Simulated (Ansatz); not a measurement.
# A computed series for ZnCu: response to strain

Consider ZnCu in the CsCl type structure (space group Pm-3m, No. 221; a = 2.908 Å; relaxed with 0.1 eV smearing).

Strains are applied to the cell and any free atomic positions relax.

All numbers come from Ansatz (a quantum-chemistry and plane-wave program), PBEsol, PAW, cutoff 420 eV, no spin-orbit coupling.

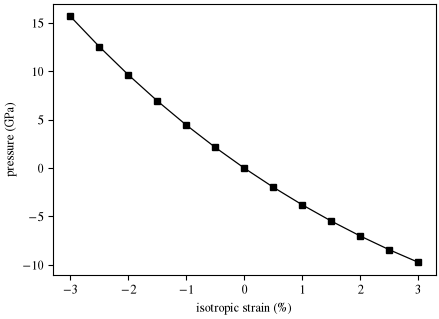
Figure: Pressure against isotropic strain

**Question.** From the plot, what is the pressure for isotropic strain +1.00 %?

**Answer.** About -4 GPa.

**Question.** Is the trend monotonic over the range shown?

**Answer.** Yes, it falls throughout, spanning -9.7 GPa to 15.7 GPa.

Stability against distortions was not tested. The final runs are not spin-polarised.
